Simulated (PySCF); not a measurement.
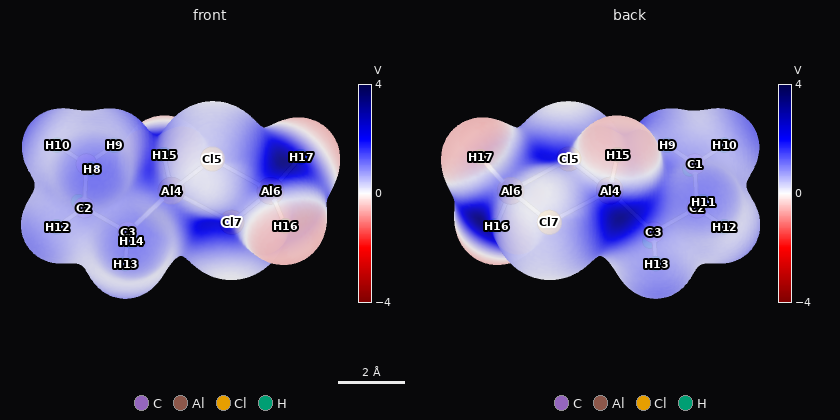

*C3H10Al2Cl2 (SMILES CC[CH2][AlH-]1[Cl+][AlH2-][Cl+]1). The electrostatic potential painted on the density surface at 0.004 e/bohr³, seen from the front and from behind; the colour scale runs from red (negative) to blue (positive).*

Geometry: GFN2-xTB, NEB image 0 of 0 to 8.

These are results of PBE0/pcSseg-1, SCF density, gas phase, non-relativistic (PySCF), not measurements.

```xyz
17

C    -2.0733    0.7305    0.6630
C    -2.0588   -0.4050   -0.3472
C    -0.7211   -1.1603   -0.2697
Al    0.6250    0.2627   -0.6042
Cl    1.7564    0.8733    1.2186
Al    3.6056    0.1194    0.3618
Cl    2.5401   -0.4863   -1.4367
H    -1.9813    0.3445    1.6761
H    -1.2181    1.3902    0.4705
H    -2.9851    1.3189    0.5950
H    -2.1800    0.0123   -1.3512
H    -2.9050   -1.0738   -0.1661
H    -0.7334   -1.9760   -1.0064
H    -0.6652   -1.6619    0.7082
H     0.4169    1.5733   -1.3912
H     4.0260   -1.1461    1.1371
H     4.5444    1.2962    0.0315
```

**Which sites attract a positive test charge, and which a negative one?**

A positive charge is drawn to the negative regions and a negative charge to the positive ones. The most negative region (about −0.5 V, or −12 kcal/mol for a unit charge) lies over H16 and H17, the most positive (about +3.2 V, or +74 kcal/mol for a unit charge) over Al4 and Al6.
